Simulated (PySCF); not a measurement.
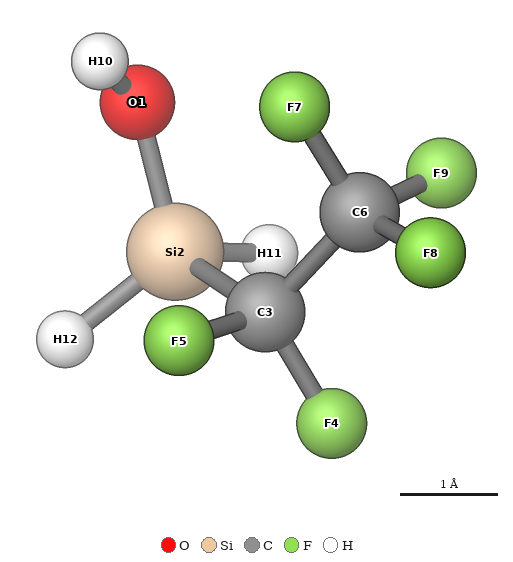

Fig. 1: The structure as given in the input (ball-and-stick view, seen at a tilt; atoms are numbered from 1 in the order of the input).

**Run report: C$_{2}$H$_{3}$F$_{5}$OSi, excited-state calculation**

- system: C$_{2}$H$_{3}$F$_{5}$OSi, SMILES O[SiH2]C(F)(F)C(F)(F)F
- method: TDDFT mPW1PW91/def2-SVPD, vertical, gas phase, core orbitals frozen in the response (PySCF 2.14.0)

The geometry comes from this level: GFN2-xTB. It belongs to a series of runs on one base structure; here: mPW1PW91/def2-SVPD; 12 states; grid level 4.

## The program's output
```
coarse grid: 12176 points
cycle   1  E = -940.9029282492  dE =  1.407e+00  |g| = 1.216e+00  |ddm| = 4.197e+00
cycle   2  E = -940.4775415948  dE =  4.254e-01  |g| = 2.000e+00  |ddm| = 2.759e+00
cycle   3  E = -941.1629246245  dE = -6.854e-01  |g| = 8.077e-02  |ddm| = 1.735e+00
cycle   4  E = -941.1636190948  dE = -6.945e-04  |g| = 6.131e-02  |ddm| = 1.583e-01
cycle   5  E = -941.1642898602  dE = -6.708e-04  |g| = 1.144e-02  |ddm| = 5.774e-02
cycle   6  E = -941.1643102199  dE = -2.036e-05  |g| = 3.127e-03  |ddm| = 1.408e-02
cycle   7  E = -941.1643120570  dE = -1.837e-06  |g| = 6.755e-04  |ddm| = 3.588e-03
final grid: 305704 points
cycle   8  E = -941.2889045951  dE = -3.873e-05  |g| = 6.105e-03  |ddm| = 7.256e-02
cycle   9  E = -941.2888966824  dE =  7.913e-06  |g| = 9.267e-03  |ddm| = 1.272e-02
cycle  10  E = -941.2889110339  dE = -1.435e-05  |g| = 2.042e-04  |ddm| = 7.191e-03
cycle  11  E = -941.2889110373  dE = -3.469e-09  |g| = 1.726e-04  |ddm| = 4.902e-04
cycle  12  E = -941.2889110423  dE = -4.962e-09  |g| = 4.364e-05  |ddm| = 1.753e-04
cycle  13  E = -941.2889110426  dE = -3.213e-10  |g| = 8.482e-06  |ddm| = 4.970e-05
```

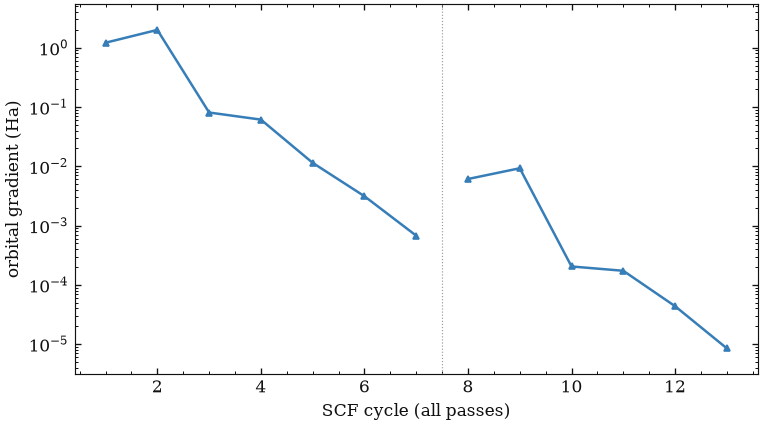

Fig. 2: Convergence of the self-consistent field: orbital gradient against the SCF cycle. The dotted line marks the change from a coarse to the final integration grid. The first 7 cycles use a coarse grid, the final grid takes over at cycle 8, and the field converges after 13 cycles in all.

```
converged SCF energy = -941.2889110426

Static polarisability (au): isotropic 57.054, principal 54.247 55.564 61.351

Singlet excitations
state   eV       nm        f      main configurations
  1   7.1818    172.6   0.00262   H->L 0.97
  2   7.8482    158.0   0.00488   H-1->L 0.97
  3   8.2474    150.3   0.04347   H->L+1 0.75, H->L+2 0.09
  4   8.4939    146.0   0.00901   H->L+3 0.38, H->L+2 0.29, H->L+1 0.21
  5   8.7352    141.9   0.00455   H->L+3 0.49, H->L+2 0.29, H->L+4 0.11
  6   8.9222    139.0   0.01146   H-1->L+1 0.85
  7   9.0490    137.0   0.12700   H->L+4 0.66, H->L+2 0.26
  8   9.2499    134.0   0.03375   H-2->L 0.81
  9   9.4224    131.6   0.03843   H-1->L+3 0.58, H-1->L+2 0.20
 10   9.4461    131.3   0.05382   H-1->L+2 0.67, H-1->L+3 0.26
 11   9.6125    129.0   0.04477   H-1->L+4 0.38, H->L+5 0.30, H->L+6 0.13
 12   9.6700    128.2   0.11364   H->L+5 0.47, H-1->L+4 0.39

Triplet excitations (Tamm-Dancoff, eV): 6.7222 7.3925
```

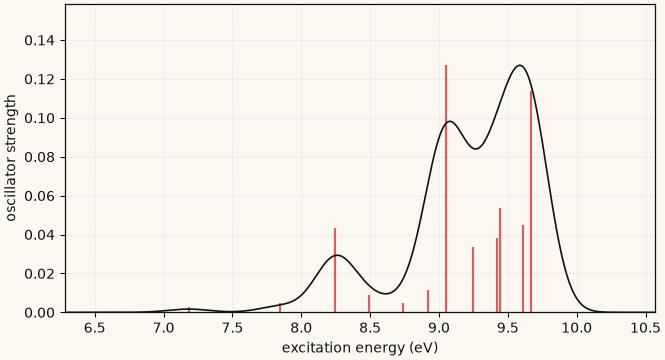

Fig. 3: Computed excitations as sticks (degenerate states added up, dark ones marked on the axis), with a Gaussian envelope of 0.35 eV full width at half maximum, scaled to the tallest. Of the 12 states the lowest lies at 7.18 eV (f = 0.003); the strongest line is at 9.05 eV, or 137 nm (f = 0.127).

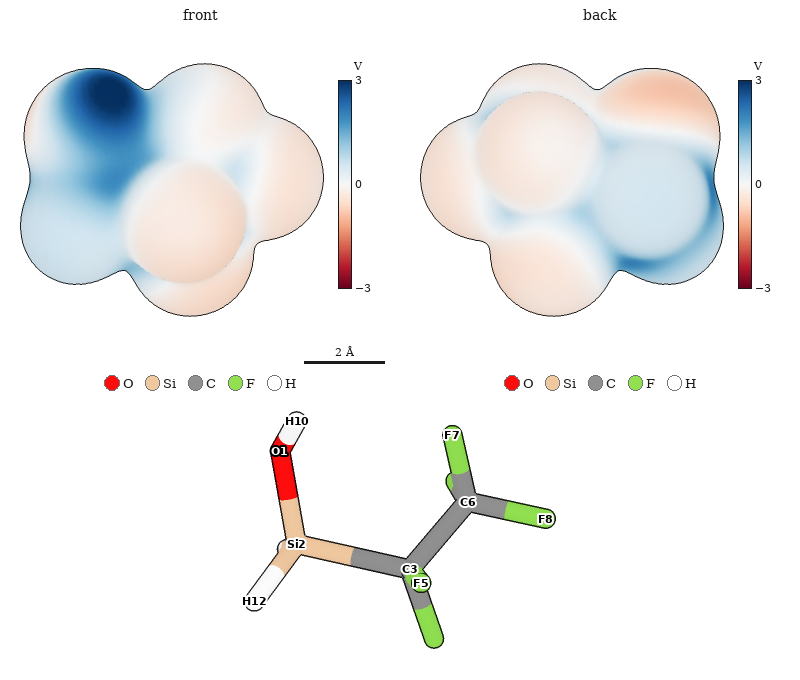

Fig. 4: The electrostatic potential painted on the density surface at 0.002 e/bohr³, seen face on and from behind; the colour scale runs from red (negative) to blue (positive). The bare structure is drawn below in the same view.

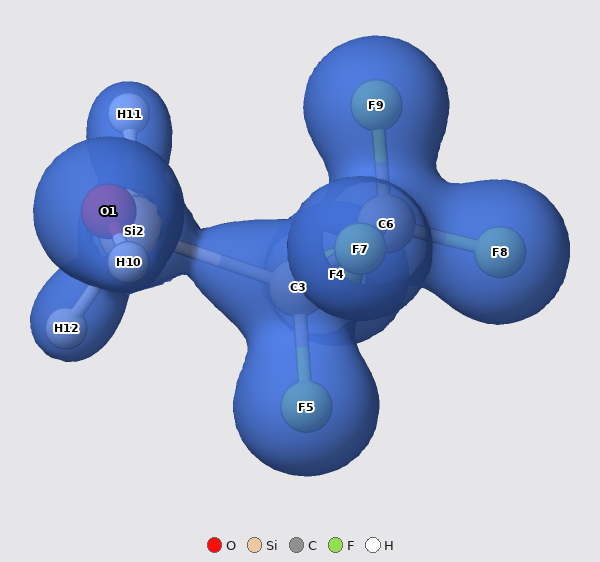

Fig. 5: Isosurface of the electron density at 0.6 e/Å³ (blue), seen from the side. At this value the surface is in one piece. On the grid the lowest density along these lines, outside the cores, is 1.9 e/Å³ (C–F, 1.33 Å), 1.8 e/Å³ (C–C, 1.53 Å), 1 e/Å³ (Si–O, 1.60 Å) and 0.72 e/Å³ (C–Si, 1.95 Å).

The run was set up as follows.

## The input
```
{"job": {"kind": "uv", "xc": "mPW1PW91", "basis": "def2-SVPD", "nstates": 12, "ntriplets": 2, "tda": false, "grid": 4}, "charge": 0, "multiplicity": 1}
O      1.868972     0.226671     0.937730
Si     1.195095    -0.875042    -0.014168
C     -0.483485    -0.165534    -0.721701
F     -1.284303    -1.150872    -1.208996
F     -0.249011     0.675394    -1.773744
C     -1.278797     0.620261     0.317647
F     -0.587597     1.710417     0.691841
F     -2.476703     1.034659    -0.086893
F     -1.461453    -0.116533     1.420518
H      1.975813     1.162913     0.777262
H      0.841203    -1.968744     0.867437
H      1.941464    -1.154276    -1.232961
```

The first line tells a small driver script what to run in PySCF; the rest is the geometry in Å.

Command:
```bash
OMP_NUM_THREADS=1 python <driver script> task.json out
```

## Results in brief

```csv
quantity,value
outcome,converged
total energy,−941.288911 hartree
HOMO,−9.16 eV
LUMO,−0.55 eV
dipole moment,2.20 D
mean polarisability,57.05 a.u.
lowest singlet excitation,7.18 eV
hardware,"1 CPU thread, shared host"
wall time,53 s
peak memory,0.91 GiB
```

Settings chosen away from the usual ones: mPW1PW91/def2-SVPD; 12 states; grid level 4.
